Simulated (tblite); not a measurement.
**Frequency calculation of C2H6Br2Ge**

C2H6Br2Ge, computed with GFN2-xTB, R-SCC (tblite 0.8.0).

The geometry was optimised with GFN2-xTB.

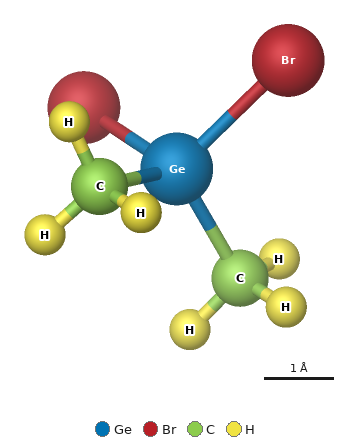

*The input geometry (ball-and-stick view, seen at a tilt). Sticks mark near contacts.*

Bond lengths as drawn: Br–Ge 2.33 Å, C–Ge 2.00 Å and C–H 1.09 Å.

**Summary**

| quantity | value |
| --- | --- |
| outcome | converged |
| total energy | −17.533441 hartree |
| basis functions | 41 |
| largest force | 0.001 eV/Å |
| HOMO | −11.53 eV |
| LUMO | −6.58 eV |
| zero-point energy | 0.072698 hartree |
| dipole moment | 6.25 D |
| wavenumbers, lowest and highest | 83 and 3027 cm⁻¹ |
| hardware | 1 thread of Intel Xeon @ 2.50GHz (Skylake/Cascade Lake), 189 GiB of memory available, shared host |
| wall time | 1.6 s |
| peak memory | 0.068 GiB |

**Notes**

Settings chosen away from the usual ones: displacement. These settings are looser than, or depart from, a standard set-up, so the numbers are not reference values for this system.

**The input (xtb_job.py)**
```python
import json
import numpy as np
from tblite.interface import Calculator
from tblite.interface import symbols_to_numbers
from ase.data import atomic_masses

symbols = list(map(str, np.loadtxt("start.xyz", skiprows=2, usecols=0, dtype=str, ndmin=1)))
numbers = np.array(symbols_to_numbers(symbols))
positions = np.loadtxt("start.xyz", skiprows=2, usecols=(1, 2, 3), ndmin=2) / 0.52917721

xtb = Calculator("GFN2-xTB", numbers, positions, charge=0, uhf=0)
xtb.set("verbosity", 0)
xtb.set("accuracy", 1)
wfn = xtb.singlepoint()
h = 0.02  # bohr
n = positions.size
H, D = np.zeros((n, n)), np.zeros((n, 3))
for a in range(n):
    g, d = [], []
    for sign in (1, -1):
        x = positions.ravel().copy()
        x[a] += sign * h
        xtb.update(x.reshape(-1, 3))
        y = xtb.singlepoint()
        g.append(y.get('gradient').ravel())
        d.append(y.get('dipole'))
    H[a], D[a] = (g[0] - g[1]) / (2 * h), (d[0] - d[1]) / (2 * h)
mass = np.repeat(atomic_masses[numbers], 3)
H = (H + H.T) / 2 / np.sqrt(np.outer(mass, mass))
# project out translations and rotations
com = positions - atomic_masses[numbers] @ positions / atomic_masses[numbers].sum()
T = [np.tile(v, len(numbers)) for v in np.eye(3)] + [np.cross(com, v).ravel() for v in np.eye(3)]
U, sv, _ = np.linalg.svd((np.array(T) * np.sqrt(mass)).T)
Q = U[:, (sv > 1e-3 * sv.max()).sum():]
w, V = np.linalg.eigh(Q.T @ H @ Q)
freq = np.sign(w) * np.sqrt(np.abs(w)) * 5140.487
inten = (((Q @ V).T / np.sqrt(mass)) @ D) ** 2
inten = inten.sum(axis=1) * 974.88
print(f"E = {wfn.get('energy'):.8f} Eh, max gradient {np.abs(wfn.get('gradient')).max():.2e} Eh/bohr")
print("mode   frequency/cm^-1   IR/(km/mol)")
for i, (v, s) in enumerate(zip(freq, inten), 1):
    print(f"{i:4d} {v:14.2f} {s:14.3f}")
zpe = freq[freq > 0].sum() / 2 / 219474.63
print(f"imaginary modes: {(freq < -10).sum()}, zero-point energy {zpe:.6f} Eh = {zpe * 2625.4996:.4f} kJ/mol")
out = {k: np.asarray(wfn.get(k)).tolist() for k in ("energy", "gradient", "charges", "dipole", "orbital-energies", "orbital-occupations")}
out.update(symbols=symbols, positions=(positions * 0.529177210903).tolist(), frequencies=freq.tolist(), intensities=inten.tolist(), zpe=zpe)
json.dump(out, open("results.json", "w"))
```

**File start.xyz**
```
11
GeBr2Me2
Ge     0.493054     0.002490     0.343508
Br     0.548726     0.006038     2.672203
Br     2.696903     0.012128    -0.410893
C     -0.356967     1.711257    -0.246083
H     -1.378675     1.760876     0.119452
H     -0.363962     1.764653    -1.331005
H      0.197268     2.562408     0.143859
C     -0.342384    -1.715221    -0.241108
H     -0.351565    -1.770614    -1.325944
H     -1.362753    -1.773333     0.127016
H      0.220365    -2.560683     0.149015
```

Launch command:
```bash
python xtb_job.py
```

**Output**
```
E = -17.53344091 Eh, max gradient 2.35e-05 Eh/bohr
mode   frequency/cm^-1   IR/(km/mol)
   1          82.84          6.816
   2          86.54          0.002
   3          93.22          0.371
   4         115.06          0.000
   5         131.28         16.346
   6         134.31          8.266
   7         136.49          3.266
   8         245.11         14.464
   9         277.84         15.502
  10         515.00         25.496
  11         560.82         39.670
  12         737.89         27.982
  13         754.15          0.002
  14         778.77        273.356
  15         798.51        112.241
  16        1301.24         13.900
  17        1304.63          6.648
  18        1434.06          0.052
  19        1434.30          0.867
  20        1437.70          4.054
  21        1439.66          0.093
  22        3006.55         18.753
  23        3007.19          0.103
  24        3021.36          0.810
  25        3023.92          6.684
  26        3025.26          0.606
  27        3026.84         52.342
imaginary modes: 0, zero-point energy 0.072698 Eh = 190.8673 kJ/mol
```

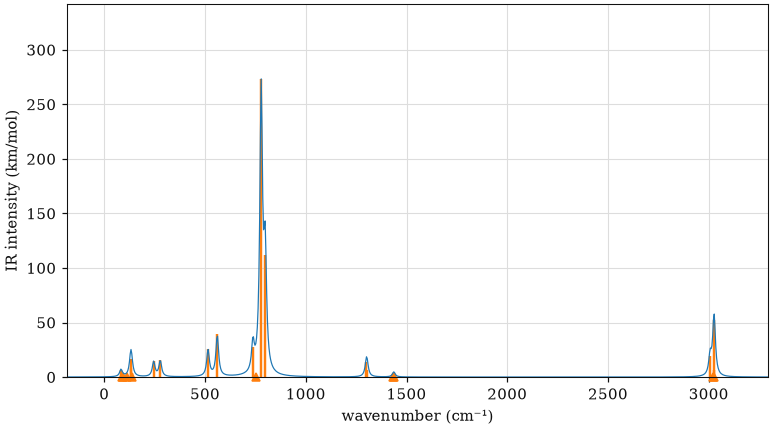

*Harmonic infrared spectrum, unscaled: sticks (degenerate modes added up, dark ones marked on the axis) with a Lorentzian envelope of 16 cm⁻¹ full width, scaled to the tallest stick.*

27 modes from 83 to 3027 cm⁻¹, none imaginary. The strongest line is at 779 cm⁻¹ (273 km/mol).

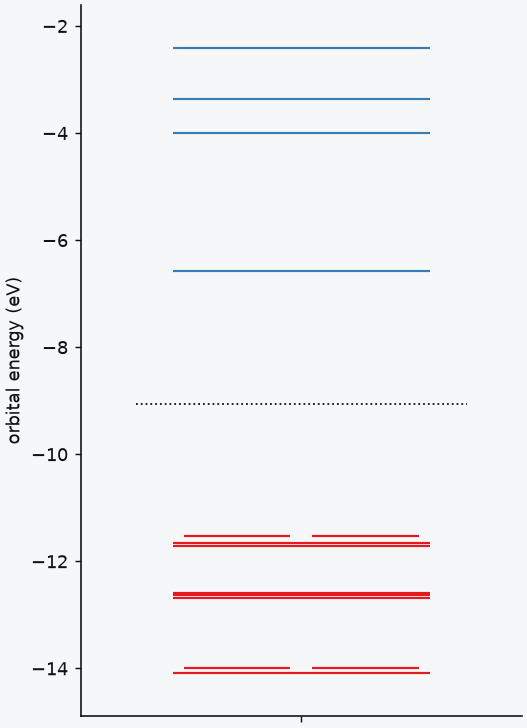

*Orbital energies near the frontier; the dotted line parts filled from empty levels, and levels within 0.02 eV of each other stand side by side.*

Highest filled −11.53 eV, lowest empty −6.58 eV, 4.95 eV apart.
